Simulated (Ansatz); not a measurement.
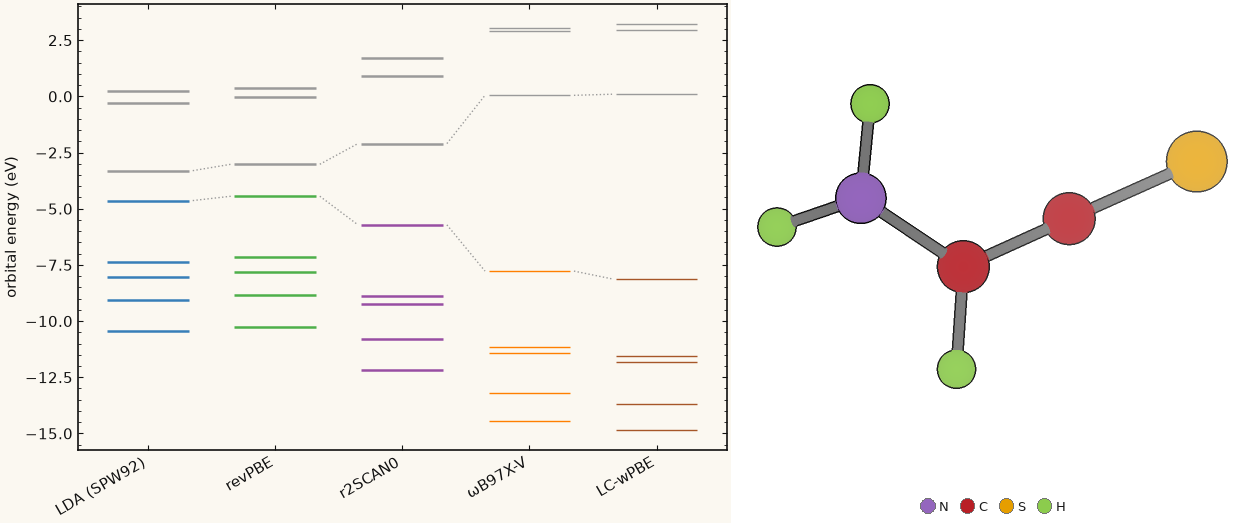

Frontier orbital energies of C₂H₃NS, SMILES NC=C=S at one geometry, def2-TZVPP, the Ansatz code, at a PBE0-D4/def2-TZVP geometry (a minimum by its frequencies). Empty levels are grey, levels within 0.1 eV stand side by side; all columns show the same few orbitals around the gap. Dotted lines join the HOMOs and the LUMOs.

Q: How do the frontier levels move from column to column?

A: The separation grows from 1.33 eV (LDA (SPW92)) to 8.22 eV (LC-wPBE).

```
      level  HOMO (eV)  LUMO (eV)  separation (eV)
LDA (SPW92)      −4.64      −3.31             1.33
     revPBE      −4.44      −3.02             1.42
    r2SCAN0      −5.72      −2.10             3.62
    ωB97X-V      −7.78       0.05             7.82
    LC-wPBE      −8.12       0.10             8.22
```

Limits of at least one run: empty levels above zero depend strongly on the basis.
